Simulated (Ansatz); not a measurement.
Crystal: Ge7I, the geometry relaxed with DFT PBE, scalar-relativistic, plane waves, PAW (Ansatz 0.2.0); the starting structure was generated, so it need not be a known form of this composition.

```cif
data_structure
_symmetry_space_group_name_H-M 'P-6m2'
_symmetry_Int_Tables_number 187
_cell_length_a 6.4050
_cell_length_b 6.4050
_cell_length_c 4.9877
_cell_angle_alpha 90.000
_cell_angle_beta 90.000
_cell_angle_gamma 120.000
_cell_volume 177.20
loop_
_atom_site_label
_atom_site_type_symbol
_atom_site_symmetry_multiplicity
_atom_site_Wyckoff_symbol
_atom_site_fract_x
_atom_site_fract_y
_atom_site_fract_z
_atom_site_occupancy
Ge1 Ge 3 j 0.96748 0.48374 0.00000 1
Ge2 Ge 3 k 0.19283 0.80717 0.50000 1
Ge3 Ge 1 f 0.66667 0.33333 0.50000 1
I1 I 1 a 0.00000 0.00000 0.00000 1
```

> What does its first Brillouin zone look like, and which path through it is standard?

It has a primitive hexagonal lattice (hP; extended symbol hP2). The zone is a hexagonal prism in its combinatorial type: 8 faces (6 with 4 edges, 2 with 6 edges), 18 edges, 12 vertices. Path: Γ–M–K–Γ–A–L–H–A | L–M | H–K.

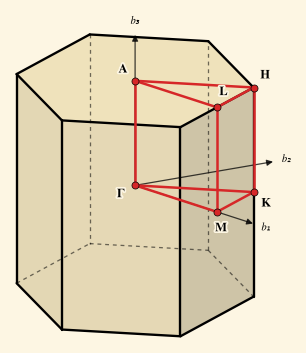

Labels and path follow the convention of Hinuma et al. (2017), as computed by seekpath; the arrows show the directions of the reciprocal primitive vectors b₁, b₂, b₃, in which coordinates are given; lengths include the factor 2π.

```
point   k₁   k₂   k₃  length of k (1/Å)
    Γ    0    0    0              0.000
    A    0    0  1/2              0.630
    K  1/3  1/3    0              0.654
    H  1/3  1/3  1/2              0.908
    M  1/2    0    0              0.566
    L  1/2    0  1/2              0.847
```
